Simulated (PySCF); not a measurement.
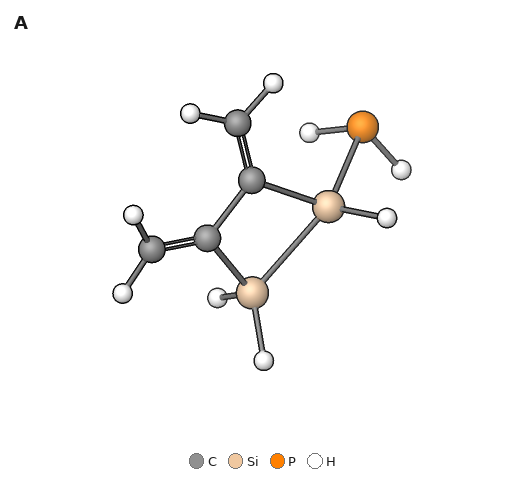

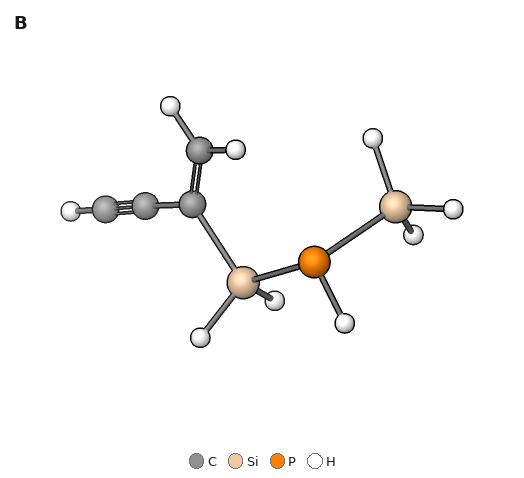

2 stationary structures of one formula. Geometries: GFN2-xTB. Electronic energies: PBE0/pcSseg-1 (PySCF 2.14.0), without zero-point energy. No frequency run is at hand to confirm each as a minimum. Each is one conformer, not always the lowest.

> How are they related?

They are constitutional isomers of C4H9PSi2: A `C=C1[SiH2][Si@@H](P)C1=C`, B `C#CC(=C)[SiH2]P[SiH3]`.

> Rank them by energy, lowest first.

A is lowest; B lies 71.8 kJ/mol above it.

The geometry is semi-empirical. Around P, Si such bond lengths and angles can be off by a tenth of an ångström or more and by several degrees, and values that hang on the shape move with them.
